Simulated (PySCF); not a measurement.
C6H13AlClN

| atom | x (Å) | y (Å) | z (Å) |
| --- | --- | --- | --- |
| C | 3.8054 | 1.2342 | -0.1020 |
| N | 2.8794 | 0.5827 | 0.0333 |
| Al | 1.7437 | -1.1103 | -0.1128 |
| Cl | 3.1185 | -2.4380 | 0.6304 |
| C | 0.1361 | -0.6938 | 1.0083 |
| C | -1.0071 | 0.0005 | 0.2559 |
| C | -0.4526 | 1.2491 | -0.4287 |
| C | -2.1368 | 0.3943 | 1.2136 |
| C | -1.5459 | -0.9533 | -0.8086 |
| H | 4.6590 | 1.8490 | -0.2244 |
| H | 1.8241 | -0.9836 | -1.6604 |
| H | -0.2569 | -1.6104 | 1.4781 |
| H | 0.4233 | -0.0590 | 1.8632 |
| H | 0.3550 | 0.9579 | -1.1014 |
| H | -0.0547 | 1.9447 | 0.3081 |
| H | -1.2234 | 1.7587 | -1.0038 |
| H | -2.9598 | 0.8558 | 0.6698 |
| H | -1.7801 | 1.1039 | 1.9582 |
| H | -2.5209 | -0.4813 | 1.7336 |
| H | -0.7256 | -1.2783 | -1.4508 |
| H | -1.9886 | -1.8338 | -0.3474 |
| H | -2.3026 | -0.4696 | -1.4234 |

Geometry: GFN2-xTB.

Theory: PBE0/pcSseg-1, SCF density, gas phase, non-relativistic (PySCF 2.14.0).

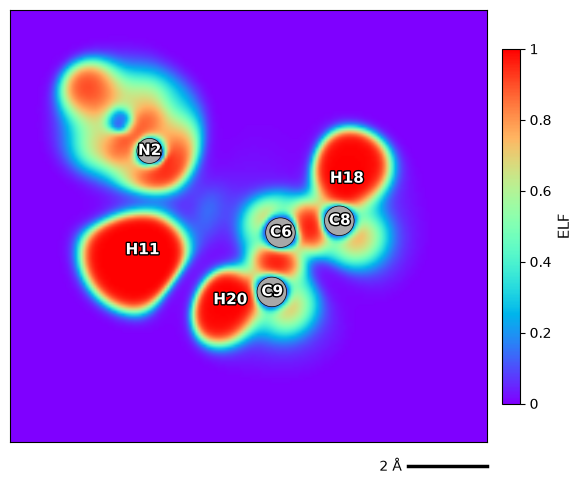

Figure 1. ELF on the plane of atoms C6, C9 and H20. Grey discs cover the atomic cores.

Q: Describe what can be read from this map.

A:
- The section cuts through N, C and H sites.
- C–C (1.53 Å): the ELF peaks at about 0.95 between the atoms: a covalent bond.
- C–H (1.09 Å): the ELF climbs to about 1 towards the hydrogen, as it does in any bond to H; an ordinary covalent bond to hydrogen.

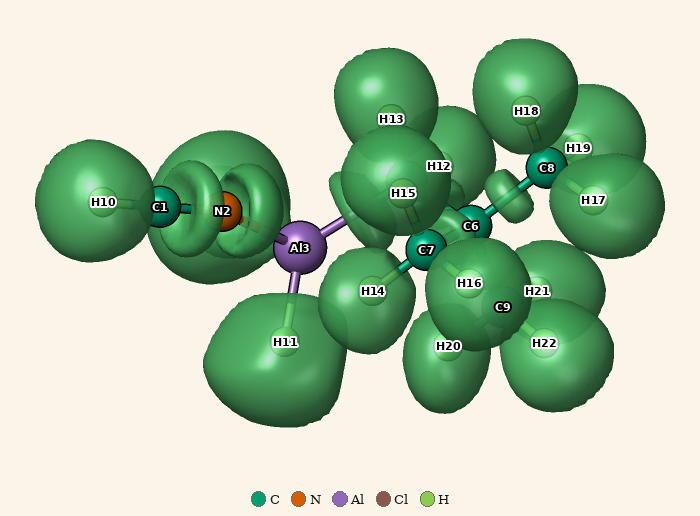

Figure 2. Isosurface of the ELF at 0.8 (green), seen from one side. Core shells and regions of very low density are left out.

Q: Where are the electrons localised?

A: The ELF exceeds this value in one region between bonded Al–C atoms (shared pairs), four regions between bonded C–C atoms (shared pairs), one region between bonded C–N atoms (shared pairs), 13 regions around hydrogen nuclei, one lobe of the valence shell of N pointing towards Al and one region on Cl in which the atom's valence shell and bonds are merged. Profiles from the grid: C–N (1.14 Å): the ELF peaks at about 0.85 between the atoms; a short, multiple covalent bond.

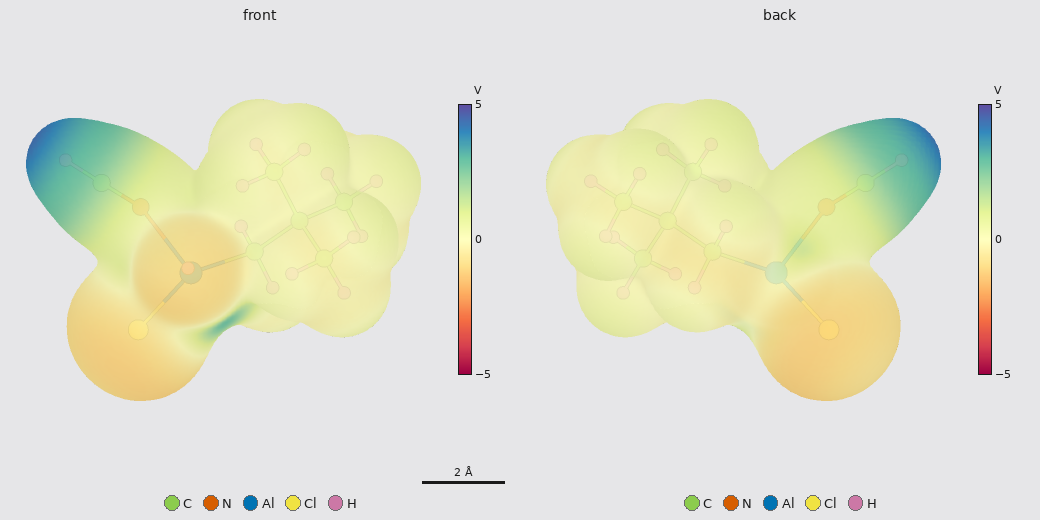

Figure 3. The electrostatic potential painted on the density surface at 0.004 e/bohr³, seen from the front and from behind; the colour scale runs from red (negative) to blue (positive).

Q: Which sites attract a positive test charge, and which a negative one?

A: A positive charge is drawn to the negative regions and a negative charge to the positive ones. The most negative region (about −1.2 V) lies over Cl4, the most positive (about +4.3 V) over H10.

Q: How polar is the molecule by this calculation?

A: Its dipole moment is 6.23 D.
